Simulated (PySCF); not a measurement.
**C2H9B2P: runs on many settings**

Which settings matter for C2H9B2P (`BPBCC`), and how do bad ones show?

The runs use PySCF 2.14.0, with density-fitted response routines of our own; the level of theory stands in each step. All values are computed, except where a source is named. Atoms are numbered from 0 throughout.

### 1 Starting geometry

14 atoms, charge 0, multiplicity 1; geometry from: GFN2-xTB.

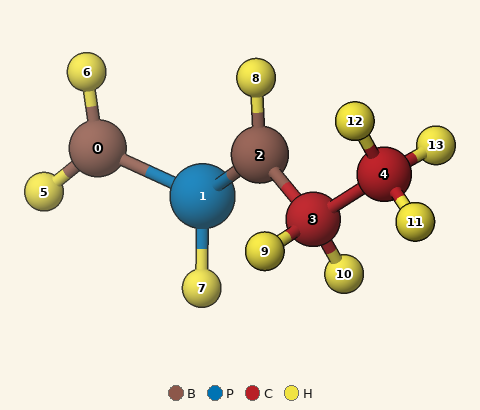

The starting geometry (boron brown, phosphorus blue, carbon red, hydrogen yellow), atoms numbered.

### 2 Shielding tensors: PBE0/pcSseg-1

Job settings and geometry (Å):

```
{"job": {"kind": "nmr", "xc": "PBE0", "basis": "pcSseg-1"}, "charge": 0, "multiplicity": 1}
B      3.256164    -0.145110     0.304018
P      1.714428    -0.481044    -0.566419
B      0.117624    -0.230344     0.267903
C     -1.144562     0.316600    -0.516435
C     -2.496164     0.000954     0.128255
H      4.199051     0.226739    -0.277519
H      3.303542    -0.365223     1.452434
H      1.698293     0.040901    -1.842313
H      0.056772    -0.494681     1.408894
H     -1.047599     1.407298    -0.584118
H     -1.156503    -0.034260    -1.552686
H     -3.312975     0.457515    -0.428563
H     -2.527884     0.373948     1.149406
H     -2.660866    -1.073766     0.155076
```

With the program's defaults for keys left out, this is: GIAO PBE0/pcSseg-1 NMR shielding, non-relativistic, gas phase.

The run is started by

```console
$ OMP_NUM_THREADS=1 python probes_run.py task.json out
```

One launch serves the whole session: the jobs run in the order shown.

Standard output:

```text
coarse grid: 11552 points
cycle   1  E = -472.2586121204  dE =  2.455e-01  |g| = 3.405e-01  |ddm| = 3.123e+00
cycle   2  E = -472.2553263685  dE =  3.286e-03  |g| = 3.718e-01  |ddm| = 6.907e-01
cycle   3  E = -472.2936511938  dE = -3.832e-02  |g| = 3.225e-02  |ddm| = 3.650e-01
cycle   4  E = -472.2939003284  dE = -2.491e-04  |g| = 1.539e-02  |ddm| = 6.005e-02
cycle   5  E = -472.2939732764  dE = -7.295e-05  |g| = 4.045e-03  |ddm| = 2.329e-02
cycle   6  E = -472.2939779323  dE = -4.656e-06  |g| = 1.564e-03  |ddm| = 6.268e-03
final grid: 105112 points
cycle   7  E = -472.3214921238  dE = -3.179e-05  |g| = 7.539e-03  |ddm| = 2.275e-02
cycle   8  E = -472.3214861762  dE =  5.948e-06  |g| = 8.842e-03  |ddm| = 1.450e-02
cycle   9  E = -472.3215080701  dE = -2.189e-05  |g| = 4.425e-04  |ddm| = 8.439e-03
cycle  10  E = -472.3215081336  dE = -6.343e-08  |g| = 1.295e-04  |ddm| = 7.391e-04
cycle  11  E = -472.3215081382  dE = -4.681e-09  |g| = 5.703e-05  |ddm| = 2.167e-04
cycle  12  E = -472.3215081393  dE = -1.078e-09  |g| = 1.217e-05  |ddm| = 8.041e-05
cycle  13  E = -472.3215081394  dE = -4.411e-11  |g| = 2.219e-06  |ddm| = 1.701e-05
converged SCF energy = -472.3215081394

GIAO shielding tensors (ppm)
atom      isotropic    diamagn.    paramagn.     s11        s22        s33       span
  0 B       32.194     196.206    -164.012    -50.778      2.521    144.840    195.618
  1 P      326.118     972.861    -646.743    107.116    425.868    445.371    338.255
  2 B       22.015     195.473    -173.458    -43.534    -12.831    122.409    165.942
  3 C      162.014     251.952     -89.938    139.950    166.486    179.606     39.656
  4 C      171.713     245.036     -73.323    156.385    172.890    185.865     29.480
  5 H       24.041      28.938      -4.897     17.107     27.138     27.876     10.768
  6 H       24.077      29.663      -5.586     16.799     27.235     28.197     11.398
  7 H       26.559      32.847      -6.289     22.980     26.278     30.418      7.438
  8 H       23.824      31.619      -7.796     17.804     26.045     27.623      9.819
  9 H       30.314      31.996      -1.682     24.869     30.447     35.626     10.757
 10 H       29.846      32.693      -2.847     24.920     30.398     34.220      9.300
 11 H       30.426      27.969       2.456     25.460     28.528     37.289     11.829
 12 H       30.265      29.369       0.895     26.349     28.212     36.232      9.882
 13 H       30.490      29.269       1.221     26.696     28.505     36.269      9.573
```

Wall time 11 s (1 thread of Arm Neoverse V1, shared host); peak memory 0.65 GiB.

Shifts follow as δ = σ(reference) − σ, with reference shieldings (ppm) from runs at the same level and on the same kind of geometry: 1H TMS 31.72, 13C TMS 186.9, 31P H3PO4 318.4, 11B BF3·OEt2 100.1. The references are single molecules in the gas phase, so shifts against H2O, NH3, PH3, H3PO4 or CFCl3 are not on the usual liquid scales and can be off by tens of ppm. Atoms listed in one row are averaged.

```csv
atoms,environment,σ (ppm),δ (ppm),δ scaled to CDCl3
C3,sp3 CH2 bonded to B,162.0,24.9,22.4
C4,methyl carbon,171.7,15.2,12.9
H8,"hydrogen on a boron bonded to C, P",23.82,7.89,–
"H5, H6",hydrogen on a boron bonded to P,24.06,7.66,–
H7,hydrogen on a phosphorus bonded to 2 B,26.56,5.16,–
"H9, H10",hydrogen on an sp3 CH2 bonded to B,30.08,1.64,1.65
"H11, H12, H13",hydrogen on a methyl carbon,30.39,1.32,1.35
B2,"boron bonded to C, P, H",22.0,78.1,–
B0,"boron bonded to P, 2 H",32.2,67.9,–
P1,"phosphorus bonded to 2 B, H",326.1,-7.7,–
```

The scaled column applies a straight-line fit of computed shieldings to shifts measured in CDCl3 (root-mean-square error 0.16 ppm for H, 1.9 ppm for C).

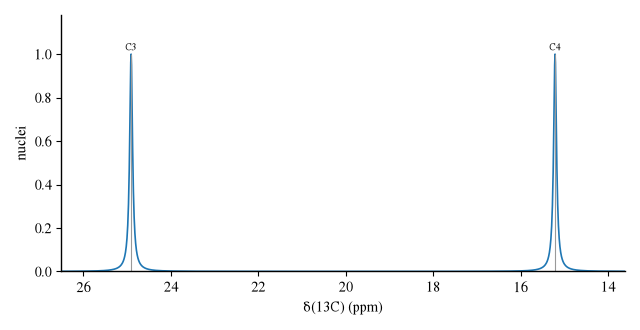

13C lines at the computed shifts, without couplings. Lines are broadened to a width of 0.08 ppm (Lorentzian).

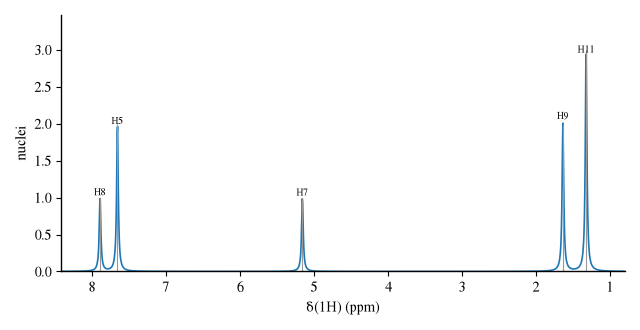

1H lines at the computed shifts, without couplings. Lines are broadened to a width of 0.03 ppm (Lorentzian).

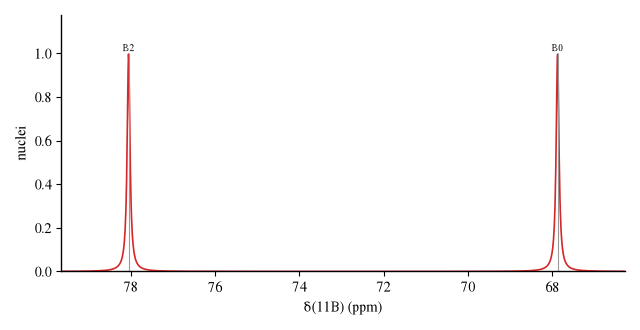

11B lines at the computed shifts, without couplings. Lines are broadened to a width of 0.08 ppm (Lorentzian).

Charges from the same density, by scheme (e):

```csv
atoms,Mulliken,IAO,Hirshfeld,ESP fit
B0,-0.04,-0.26,0.05,0.10
P1,-0.21,0.32,0.06,-0.23
B2,0.19,-0.08,0.10,0.13
C3,-0.50,-0.39,-0.14,0.11
C4,-0.27,-0.41,-0.12,-0.22
```

ESP fit charges:

B0 0.10; P1 -0.23; B2 0.13; C3 0.11; C4 -0.22; H5 -0.04; H6 -0.04; H7 0.10; H8 -0.05; H9 0.00; H10 0.00; H11 0.05; H12 0.05; H13 0.05

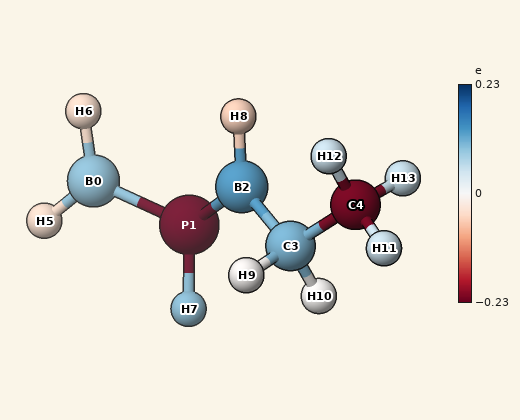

ESP fit charges, as colours on the atoms.

Mayer bond orders: B0–P1 1.29, P1–B2 1.19, B2–C3 1.00, C3–C4 1.06.

### 3 Ultraviolet spectrum: PBE0/def2-SVPD

Settings changed since step 2:

```diff
@@ -1,2 +1,2 @@
-{"job": {"kind": "nmr", "xc": "PBE0", "basis": "pcSseg-1"}, "charge": 0, "multiplicity": 1}
+{"job": {"kind": "uv", "xc": "PBE0", "basis": "def2-SVPD", "nstates": 6, "ntriplets": 2}, "charge": 0, "multiplicity": 1}
 B      3.256164    -0.145110     0.304018
```

Method: TDDFT PBE0/def2-SVPD, vertical, gas phase, core orbitals frozen in the response.

Standard output:

```text
coarse grid: 11552 points
cycle   1  E = -472.0696012083  dE =  2.098e-01  |g| = 3.261e-01  |ddm| = 4.533e+00
cycle   2  E = -472.0663650616  dE =  3.236e-03  |g| = 3.579e-01  |ddm| = 1.021e+00
cycle   3  E = -472.1031794557  dE = -3.681e-02  |g| = 3.111e-02  |ddm| = 4.289e-01
cycle   4  E = -472.1034115186  dE = -2.321e-04  |g| = 1.547e-02  |ddm| = 8.622e-02
cycle   5  E = -472.1034916617  dE = -8.014e-05  |g| = 4.546e-03  |ddm| = 3.648e-02
cycle   6  E = -472.1034983636  dE = -6.702e-06  |g| = 1.262e-03  |ddm| = 8.742e-03
final grid: 105112 points
cycle   7  E = -472.1610423163  dE = -2.869e-05  |g| = 7.148e-03  |ddm| = 6.980e-02
cycle   8  E = -472.1610366631  dE =  5.653e-06  |g| = 8.401e-03  |ddm| = 2.065e-02
cycle   9  E = -472.1610573181  dE = -2.065e-05  |g| = 4.298e-04  |ddm| = 1.138e-02
cycle  10  E = -472.1610573810  dE = -6.291e-08  |g| = 1.168e-04  |ddm| = 1.073e-03
cycle  11  E = -472.1610573848  dE = -3.793e-09  |g| = 5.725e-05  |ddm| = 2.687e-04
cycle  12  E = -472.1610573859  dE = -1.159e-09  |g| = 1.253e-05  |ddm| = 1.049e-04
cycle  13  E = -472.1610573860  dE = -5.809e-11  |g| = 2.875e-06  |ddm| = 2.484e-05
converged SCF energy = -472.1610573860

Static polarisability (au): isotropic 85.822, principal 64.061 74.207 119.197

Singlet excitations
state   eV       nm        f      main configurations
  1   4.8254    256.9   0.29898   H->L 0.94
  2   5.3252    232.8   0.00125   H-1->L 0.95
  3   5.7488    215.7   0.00143   H-2->L 0.90
  4   6.0102    206.3   0.09415   H->L+1 0.94
  5   6.1723    200.9   0.00221   H-3->L 0.83
  6   6.5925    188.1   0.06764   H-1->L+1 0.71, H-5->L 0.16

Triplet excitations (Tamm-Dancoff, eV): 3.3774 4.4790
```

It took 15 s on 1 thread of Arm Neoverse V1, shared host; peak memory 0.73 GiB.

The orbitals next to the gap, with their largest atomic shares:

```csv
orbital,eV,atoms
HOMO−3,-9.72,"B0 32 %, H6 21 %, P1 14 %"
HOMO−2,-9.15,"B2 25 %, C3 18 %, H8 17 %"
HOMO−1,-8.75,"B2 20 %, C3 20 %, P1 16 %"
HOMO,-7.47,"P1 54 %, B0 17 %, B2 14 %"
LUMO,-1.93,"B0 34 %, B2 24 %, P1 17 %"
LUMO+1,-0.69,"P1 29 %, B2 25 %, B0 20 %"
LUMO+2,0.65,"B2 33 %, B0 16 %, C4 10 %"
```

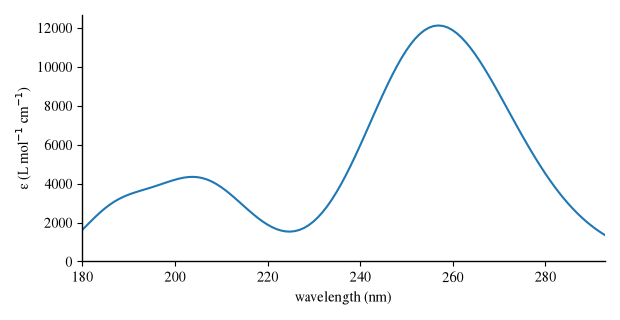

Absorption spectrum: each of the 6 states is a Gaussian band of 0.4 eV half-width at 1/e. Beyond the last state computed it falls off for lack of states.

Further results of this job:

```csv
property,computed
dipole moment (D),1.29
polarisability (Å³),12.72
HOMO–LUMO gap (eV),5.54
−ε(HOMO) (eV),7.47
```

### 4 NMR shieldings: PBE0/pcSseg-1

Settings changed since step 3:

```diff
@@ -1,2 +1,2 @@
-{"job": {"kind": "uv", "xc": "PBE0", "basis": "def2-SVPD", "nstates": 6, "ntriplets": 2}, "charge": 0, "multiplicity": 1}
+{"job": {"kind": "nmr", "xc": "PBE0", "basis": "pcSseg-1", "pop": false}, "charge": 0, "multiplicity": 1}
 B      3.256164    -0.145110     0.304018
```

Method: GIAO PBE0/pcSseg-1 NMR shielding, non-relativistic, gas phase.

Standard output:

```text
coarse grid: 11552 points
cycle   1  E = -472.2586121204  dE =  2.455e-01  |g| = 3.405e-01  |ddm| = 3.123e+00
cycle   2  E = -472.2553263685  dE =  3.286e-03  |g| = 3.718e-01  |ddm| = 6.907e-01
cycle   3  E = -472.2936511938  dE = -3.832e-02  |g| = 3.225e-02  |ddm| = 3.650e-01
cycle   4  E = -472.2939003284  dE = -2.491e-04  |g| = 1.539e-02  |ddm| = 6.005e-02
cycle   5  E = -472.2939732764  dE = -7.295e-05  |g| = 4.045e-03  |ddm| = 2.329e-02
cycle   6  E = -472.2939779323  dE = -4.656e-06  |g| = 1.564e-03  |ddm| = 6.268e-03
final grid: 105112 points
cycle   7  E = -472.3214921238  dE = -3.179e-05  |g| = 7.539e-03  |ddm| = 2.275e-02
cycle   8  E = -472.3214861762  dE =  5.948e-06  |g| = 8.842e-03  |ddm| = 1.450e-02
cycle   9  E = -472.3215080701  dE = -2.189e-05  |g| = 4.425e-04  |ddm| = 8.439e-03
cycle  10  E = -472.3215081336  dE = -6.343e-08  |g| = 1.295e-04  |ddm| = 7.391e-04
cycle  11  E = -472.3215081382  dE = -4.681e-09  |g| = 5.703e-05  |ddm| = 2.167e-04
cycle  12  E = -472.3215081393  dE = -1.078e-09  |g| = 1.217e-05  |ddm| = 8.041e-05
cycle  13  E = -472.3215081394  dE = -4.411e-11  |g| = 2.219e-06  |ddm| = 1.701e-05
converged SCF energy = -472.3215081394

GIAO shielding tensors (ppm)
atom      isotropic    diamagn.    paramagn.     s11        s22        s33       span
  0 B       32.194     196.206    -164.012    -50.778      2.521    144.840    195.618
  1 P      326.118     972.861    -646.743    107.116    425.868    445.371    338.255
  2 B       22.015     195.473    -173.458    -43.534    -12.831    122.409    165.942
  3 C      162.014     251.952     -89.938    139.950    166.486    179.606     39.656
  4 C      171.713     245.036     -73.323    156.385    172.890    185.865     29.480
  5 H       24.041      28.938      -4.897     17.107     27.138     27.876     10.768
  6 H       24.077      29.663      -5.586     16.799     27.235     28.197     11.398
  7 H       26.559      32.847      -6.289     22.980     26.278     30.418      7.438
  8 H       23.824      31.619      -7.796     17.804     26.045     27.623      9.819
  9 H       30.314      31.996      -1.682     24.869     30.447     35.626     10.757
 10 H       29.846      32.693      -2.847     24.920     30.398     34.220      9.300
 11 H       30.426      27.969       2.456     25.460     28.528     37.289     11.829
 12 H       30.265      29.369       0.895     26.349     28.212     36.232      9.882
 13 H       30.490      29.269       1.221     26.696     28.505     36.269      9.573
```

Wall time 9.3 s (1 thread of Arm Neoverse V1, shared host); peak memory 0.69 GiB.

In short: δ C3 24.9, C4 15.2, B2 78.1, B0 67.9, H8 7.89, H5 7.66 ppm (means over like atoms).

### 5 Shielding tensors: OLYP/3-21G

Settings changed since step 4:

```diff
@@ -1,2 +1,2 @@
-{"job": {"kind": "nmr", "xc": "PBE0", "basis": "pcSseg-1", "pop": false}, "charge": 0, "multiplicity": 1}
+{"job": {"kind": "nmr", "xc": "OLYP", "basis": "3-21G", "pop": false, "scf": {"guess": "random", "diis": false, "max_cycle": 68}}, "charge": 0, "multiplicity": 1}
 B      3.256164    -0.145110     0.304018
```

Level: GIAO OLYP/3-21G NMR shielding, non-relativistic, gas phase.

Standard output:

```text
start from random orthonormal orbitals
final grid: 105112 points
cycle   1  E = -433.6610425243  dE = -2.081e+02  |g| = 5.526e+00  |ddm| = 1.263e+02
cycle   2  E = -305.1248268469  dE =  1.285e+02  |g| = 8.847e+00  |ddm| = 3.906e+01
cycle   3  E = -360.9581195539  dE = -5.583e+01  |g| = 4.879e+00  |ddm| = 5.344e+01
cycle   4  E = -211.6589902050  dE =  1.493e+02  |g| = 8.493e+00  |ddm| = 5.823e+01
cycle   5  E = -313.3520130438  dE = -1.017e+02  |g| = 5.350e+00  |ddm| = 9.816e+01
cycle   6  E = -211.6800545294  dE =  1.017e+02  |g| = 8.193e+00  |ddm| = 9.768e+01
cycle   7  E = -312.3124467824  dE = -1.006e+02  |g| = 5.465e+00  |ddm| = 1.027e+02
cycle   8  E = -212.2834076492  dE =  1.000e+02  |g| = 8.223e+00  |ddm| = 1.024e+02
cycle   9  E = -311.9391544549  dE = -9.966e+01  |g| = 5.465e+00  |ddm| = 1.048e+02
cycle  10  E = -212.5068685233  dE =  9.943e+01  |g| = 8.226e+00  |ddm| = 1.047e+02
[... 48 cycles left out ...]
cycle  59  E = -311.7407898203  dE = -9.912e+01  |g| = 5.456e+00  |ddm| = 1.060e+02
cycle  60  E = -212.6255851545  dE =  9.912e+01  |g| = 8.226e+00  |ddm| = 1.060e+02
cycle  61  E = -311.7407898203  dE = -9.912e+01  |g| = 5.456e+00  |ddm| = 1.060e+02
cycle  62  E = -212.6255851545  dE =  9.912e+01  |g| = 8.226e+00  |ddm| = 1.060e+02
cycle  63  E = -311.7407898203  dE = -9.912e+01  |g| = 5.456e+00  |ddm| = 1.060e+02
cycle  64  E = -212.6255851545  dE =  9.912e+01  |g| = 8.226e+00  |ddm| = 1.060e+02
cycle  65  E = -311.7407898203  dE = -9.912e+01  |g| = 5.456e+00  |ddm| = 1.060e+02
cycle  66  E = -212.6255851545  dE =  9.912e+01  |g| = 8.226e+00  |ddm| = 1.060e+02
cycle  67  E = -311.7407898203  dE = -9.912e+01  |g| = 5.456e+00  |ddm| = 1.060e+02
cycle  68  E = -212.6255851545  dE =  9.912e+01  |g| = 8.226e+00  |ddm| = 1.060e+02
SCF not converged, last energy = -212.6255851545
```

Wall time 19 s (1 thread of Arm Neoverse V1, shared host); peak memory 0.39 GiB.

Why it failed: The SCF swings between two densities 99.12 Eh apart: plain iteration without DIIS overshoots. Cure: turn DIIS on. Numbers printed on the way are no properties of the molecule.

### 6 TDDFT and polarisability: HCTH407/aug-pcSseg-1

Settings changed since step 5:

```diff
@@ -1,2 +1,2 @@
-{"job": {"kind": "nmr", "xc": "OLYP", "basis": "3-21G", "pop": false, "scf": {"guess": "random", "diis": false, "max_cycle": 68}}, "charge": 0, "multiplicity": 1}
+{"job": {"kind": "uv", "xc": "HCTH407", "basis": "aug-pcSseg-1", "nstates": 25, "ntriplets": 2, "tda": false, "scf": {"aux": "def2-universal-jfit", "diis": false, "max_cycle": 96}}, "charge": 0, "multiplicity": 1}
 B      3.256164    -0.145110     0.304018
```

With the program's defaults for keys left out, this is: TDDFT HCTH407/aug-pcSseg-1, vertical, gas phase, core orbitals frozen in the response.

Standard output:

```text
final grid: 105112 points
cycle   1  E = -472.6184601484  dE =  1.234e-01  |g| = 4.944e-01  |ddm| = 5.306e+00
cycle   2  E = -472.5225460323  dE =  9.591e-02  |g| = 7.585e-01  |ddm| = 2.241e+00
cycle   3  E = -472.2650069774  dE =  2.575e-01  |g| = 1.233e+00  |ddm| = 3.094e+00
cycle   4  E = -469.3231293849  dE =  2.942e+00  |g| = 2.935e+00  |ddm| = 7.394e+00
cycle   5  E = -436.6042633868  dE =  3.272e+01  |g| = 8.391e+00  |ddm| = 2.864e+01
cycle   6  E = -385.0079676382  dE =  5.160e+01  |g| = 1.149e+01  |ddm| = 9.951e+01
cycle   7  E = -186.8025167647  dE =  1.982e+02  |g| = 2.016e+01  |ddm| = 1.304e+02
cycle   8  E = -228.9725554896  dE = -4.217e+01  |g| = 2.626e+01  |ddm| = 1.790e+02
cycle   9  E = -127.8653691306  dE =  1.011e+02  |g| = 2.251e+01  |ddm| = 1.631e+02
cycle  10  E = -228.5322101342  dE = -1.007e+02  |g| = 2.639e+01  |ddm| = 1.551e+02
[... 76 cycles left out ...]
cycle  87  E = -127.7964653152  dE =  1.007e+02  |g| = 2.252e+01  |ddm| = 1.551e+02
cycle  88  E = -228.5298086035  dE = -1.007e+02  |g| = 2.639e+01  |ddm| = 1.551e+02
cycle  89  E = -127.7964653152  dE =  1.007e+02  |g| = 2.252e+01  |ddm| = 1.551e+02
cycle  90  E = -228.5298086035  dE = -1.007e+02  |g| = 2.639e+01  |ddm| = 1.551e+02
cycle  91  E = -127.7964653152  dE =  1.007e+02  |g| = 2.252e+01  |ddm| = 1.551e+02
cycle  92  E = -228.5298086035  dE = -1.007e+02  |g| = 2.639e+01  |ddm| = 1.551e+02
cycle  93  E = -127.7964653152  dE =  1.007e+02  |g| = 2.252e+01  |ddm| = 1.551e+02
cycle  94  E = -228.5298086035  dE = -1.007e+02  |g| = 2.639e+01  |ddm| = 1.551e+02
cycle  95  E = -127.7964653153  dE =  1.007e+02  |g| = 2.252e+01  |ddm| = 1.551e+02
cycle  96  E = -228.5298086035  dE = -1.007e+02  |g| = 2.639e+01  |ddm| = 1.551e+02
SCF not converged, last energy = -228.5298086035
```

Wall time 2.1 min (1 thread of Arm Neoverse V1, shared host); peak memory 0.51 GiB.

**What went wrong.** The SCF swings between two densities 100.73 Eh apart: plain iteration without DIIS overshoots. The remedy is to turn DIIS on. Numbers printed on the way are no properties of the molecule.

### 7 Results

| quantity | value |
| --- | --- |
| 13C shifts against TMS (PBE0/pcSseg-1) | 24.9, 15.2 ppm |
| 1H shifts against TMS (PBE0/pcSseg-1, means over atoms taken as alike) | 7.89, 7.66, 5.16, 1.64, 1.32 ppm |
| 11B shifts against BF3·OEt2 (PBE0/pcSseg-1) | 78.1, 67.9 ppm |
| 31P shifts against H3PO4 (PBE0/pcSseg-1) | -7.7 ppm |
| lowest singlet (PBE0/def2-SVPD) | 4.83 eV (257 nm), f = 0.299 |
| lowest triplet | 3.38 eV |
| property runs in this session | 5, of which 2 failed and 0 gave unsound results |

In words: Single values in the summary come from the first run of each kind that ended normally (PBE0/pcSseg-1; PBE0/def2-SVPD), which need not be the best level. At PBE0/pcSseg-1: The widest tensor belongs to P1: span 338 ppm, with a paramagnetic part of -647 ppm. The lowest singlet, at 4.83 eV, is HOMO→LUMO 0.94 and is bright. The lowest triplet lies 1.45 eV below the lowest singlet (triplets in Tamm-Dancoff, singlets in full TDDFT).
